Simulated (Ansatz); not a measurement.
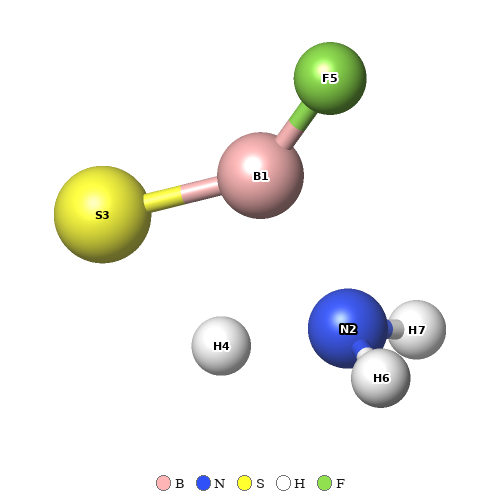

The system is the reacting system BFH₃NS (fragments BFH₃NS where the first distance is long, BFS + H₃N where the second is long); the picture shows the reference structure. 
- First axis: distance N2–H4 (bond that forms). Second axis: distance B1–N2 (bond that breaks).
- Relaxed at each point: all other coordinates.
- The grid has 13 × 13 points. At 2 points there is no value.
- Points are written as (first, second).
- Energies are in eV, from a guessed transition structure relaxed with its forming and breaking bonds held.
- Energies and slopes of some neighbouring points disagree (a jump in structure or state, or too coarse a mesh). The reference is spin-restricted, so regions where a bond is pulled apart into radicals lie too high.
- All numbers below come from RHF/def2-SVP (Ansatz 0.2.0).

Its coordinates:

```xyz
7

B    -0.8964   -0.2365    0.3247
N     0.8346    0.1540    0.0045
S    -1.6096   -0.0326   -1.2249
H     0.1569    0.2782   -1.1443
F    -1.1934   -0.5583    1.5470
H     1.5015   -0.5981    0.0734
H     1.2064    0.9934    0.4195
```

Range: distance N2–H4 (bond that forms) from 0.918 to 2.418 Å; distance B1–N2 (bond that breaks) from 1.395 to 2.595 Å.

**What landscape does the calculation give?**

The lowest grid point is at (2.418 Å, 1.395 Å), −2.78 eV from a guessed transition structure relaxed with its forming and breaking bonds held. It lies at the edge of the scanned range, so the true minimum may lie outside. Other grid points that lie below all their neighbours: (0.985 Å, 1.607 Å) (1.12 eV higher). The highest grid point, (1.822 Å, 2.595 Å), lies 6.00 eV above the lowest.

| second ↓, first → | 0.918 | 0.985 | 1.078 | 1.183 | 1.298 | 1.420 | 1.549 | 1.683 | 1.822 | 1.965 | 2.112 | 2.263 | 2.418 |
| --- | --- | --- | --- | --- | --- | --- | --- | --- | --- | --- | --- | --- | --- |
| 2.595 | −0.89 | −1.11 | −1.01 | −0.58 | 0.09 | – | 1.66 | 2.46 | 3.21 | 2.86 | 2.83 | 2.79 | 2.75 |
| 2.471 | −0.90 | −1.12 | −1.02 | −0.59 | 0.08 | – | 1.65 | 2.45 | 2.46 | 2.42 | 2.37 | 2.31 | 2.27 |
| 2.350 | −0.93 | −1.15 | −1.05 | −0.61 | 0.06 | 0.81 | 1.63 | 2.44 | 2.02 | 1.95 | 1.88 | 1.81 | 1.76 |
| 2.233 | −0.97 | −1.19 | −1.09 | −0.65 | 0.02 | 0.81 | 1.60 | 1.64 | 1.56 | 1.46 | 1.37 | 1.29 | 1.23 |
| 2.118 | −1.03 | −1.25 | −1.15 | −0.71 | −0.04 | 0.75 | 1.60 | 1.18 | 1.06 | 0.94 | 0.83 | 0.74 | 0.67 |
| 2.007 | −1.12 | −1.34 | −1.24 | −0.80 | −0.13 | 0.67 | 0.82 | 0.71 | 0.55 | 0.41 | 0.28 | 0.18 | 0.11 |
| 1.900 | −1.22 | −1.45 | −1.35 | −0.92 | −0.24 | 0.55 | 0.39 | 0.23 | 0.05 | −0.12 | −0.27 | −0.38 | −0.47 |
| 1.797 | −1.33 | −1.56 | −1.47 | −1.03 | −0.36 | 0.43 | −0.02 | −0.22 | −0.44 | −0.62 | −0.82 | −0.95 | −1.05 |
| 1.699 | −1.42 | −1.64 | −1.55 | −1.12 | −0.46 | −0.22 | −0.38 | −0.62 | −0.86 | −1.14 | −1.34 | −1.49 | −1.60 |
| 1.607 | −1.43 | −1.66 | −1.57 | −1.15 | −0.49 | −0.44 | −0.66 | −0.93 | −1.20 | −1.58 | −1.80 | −1.97 | −2.09 |
| 1.523 | −1.34 | −1.57 | −1.49 | −1.06 | −0.41 | −0.53 | −0.80 | −1.11 | −1.61 | −1.91 | −2.15 | −2.34 | −2.48 |
| 1.449 | −1.12 | −1.35 | −1.27 | −0.85 | −0.34 | −0.48 | −0.79 | −1.13 | −1.77 | −2.11 | −2.37 | −2.58 | −2.72 |
| 1.395 | −0.83 | −1.06 | −0.98 | −0.57 | −0.14 | −0.32 | −0.67 | −1.38 | −1.80 | −2.15 | −2.43 | −2.64 | −2.78 |

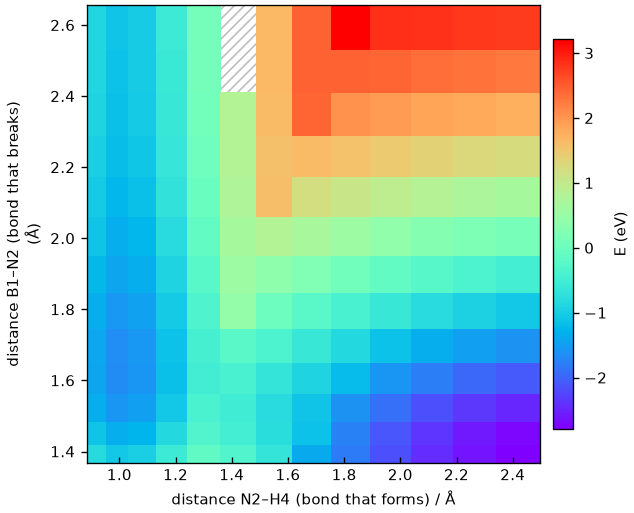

The picture shows one coloured cell a grid point, hatched blanks where no value was computed.

Each point was launched as `ansatz run input.yaml --threads 1 --pin off --max-ram 2560MiB --backend cpu --events-out ev --progress --plain --runs-dir out`. The whole map (167 points run) took 22 min on 1 thread of Arm Neoverse V2, with other jobs on the host.
